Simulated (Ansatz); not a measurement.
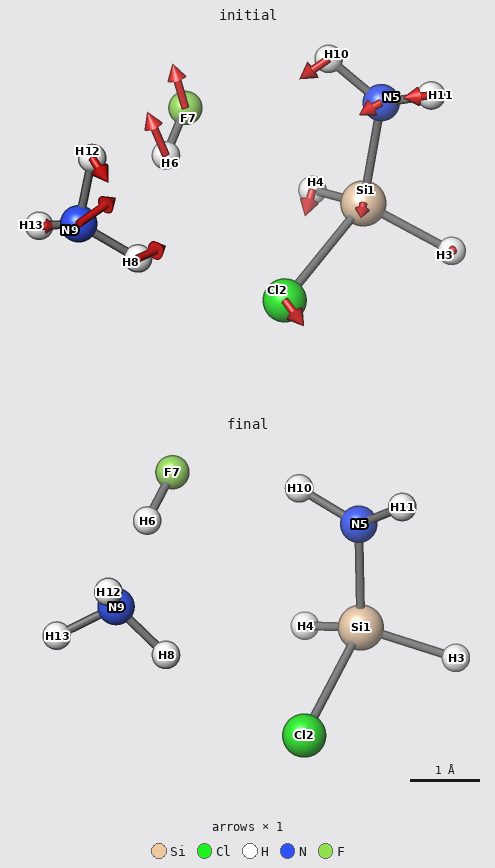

The structure of SiN₂H₈ClF before (top) and after (bottom) a relaxation, at one scale. The red arrows give the displacements, at their true length.

A ball-and-stick model, seen at a tilt.

The run prepares an end point of a later path (reaction) calculation, from a guessed geometry.

Level of theory: RKS BHLYP-D4/def2-SVP (Ansatz).

The input:
```yaml
crystal:
  periodic: [false, false, false]
  atoms:
    - { symbol: Si, position_ang: [-1.49788, -0.351499, -1.295336] }
    - { symbol: Cl, position_ang: [0.171635, -1.599042, -0.885218] }
    - { symbol: H, position_ang: [-1.990405, -0.85392, -2.592438] }
    - { symbol: H, position_ang: [-2.436651, -0.609528, -0.19919] }
    - { symbol: "N", position_ang: [-1.134676, 1.296706, -1.419431] }
    - { symbol: H, position_ang: [0.262087, 0.108629, 1.248854] }
    - { symbol: F, position_ang: [-0.442779, 0.678274, 1.299039] }
    - { symbol: H, position_ang: [2.068752, -0.99856, 0.835532] }
    - { symbol: "N", position_ang: [2.410374, -0.617135, 1.710596] }
    - { symbol: H, position_ang: [-0.878773, 1.814613, -0.595256] }
    - { symbol: H, position_ang: [-0.770458, 1.693357, -2.268981] }
    - { symbol: H, position_ang: [2.390236, 0.390959, 1.683476] }
    - { symbol: H, position_ang: [1.848437, -0.952852, 2.478252] }
basis:
  gaussian: { orbitals: def2-SVP }
hamiltonian:
  xc: { name: BHLYP }
  dispersion: d4
relax:
  f_tol: 0.03
  max_steps: 50
output:
  orbitals: {}
```

Launched with:
```bash
ansatz run input.yaml --threads 2 --pin off --max-ram 3072MiB --backend cpu --events-out ev --progress --plain --runs-dir out
```

Question: Summarise the run.

Answer: Over 19 accepted moves (22 points after the start) the energy falls by 15.8 kcal/mol. Largest force component: 0.8 eV/Å at the start, 0.021 eV/Å at the end. The line search rejected the trial steps at points 8, 12, 15 of the run. The largest move after the best rigid fit is that of N9, 0.87 Å. By element the largest moves are N 0.87 Å, H 0.72 Å, F 0.70 Å, Cl 0.50 Å, Si 0.24 Å. Near-neighbour distances that change, for instance: H6–F7 0.908 → 0.962 Å, N5–H10 1.006 → 1.014 Å, Si1–N5 1.692 → 1.687 Å, Si1–Cl2 2.124 → 2.120 Å. Bond angles that change, for instance: H8–N9–H13 110.1° → 107.3°, H8–N9–H12 110.2° → 107.5°.
